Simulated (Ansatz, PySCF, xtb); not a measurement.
Breaking the C2–H7 bond in ethylamine (SMILES CCN) (multiplicity 1 held, fragments rigid). Energies count from the point at 1.100 Å.
Geometry at that point (charge 0, multiplicity 1):
```xyz
10

C      1.18613     0.44303     0.02367
C      0.04500    -0.55352    -0.10924
N     -1.24595     0.13054    -0.00235
H      2.15253    -0.05153    -0.09039
H      1.10043     1.22491    -0.73223
H      1.17239     0.92208     1.00657
H      0.17703    -1.35591     0.63212
H      0.08743    -1.02650    -1.09379
H     -2.01243    -0.52425    -0.10367
H     -1.34255     0.56035     0.91125
```

Restricted levels (R-, RO-) in cc, def2 and unpolarised 6-31G sets keep to the state of the molecule at rest. Left out are points that failed, MP2 points that dive below the minimum, coupled-cluster points behind a jump of the amplitudes or a sharp parting from full CI or MRCI, small-basis points behind a change of solution, and semi-empirical points at long bonds. Levels need not reach the same state.

Cores are frozen in the correlated methods. Rows in 6-31G* carry no dispersion term and start afresh at each structure (6-31G* with six Cartesian d functions).

Run with Ansatz (Gaussian basis) for Hartree–Fock, density functionals and correlated methods; PySCF for 6-31G* rows; xtb for the GFN methods.  The GFN methods have no spin term and hold the electronic entropy of 300 K.

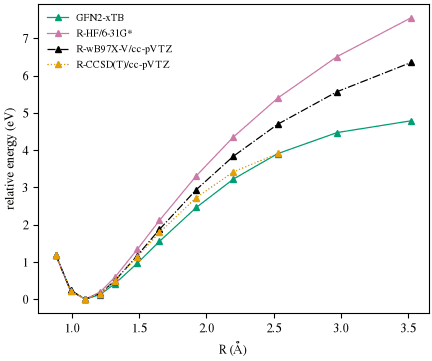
Figure: Relative energy along the coordinate

### Question
Read off the R-HF/6-31G* curve at R = 2.201.

### Answer
about 4.4 eV

Doubts at one or more of the structures used: a restricted determinant that unrestricted orbitals would lower (R-HF/6-31G*, R-wB97X-V/cc-pVTZ, R-CCSD(T)/cc-pVTZ).

Ansatz is a first-principles code.
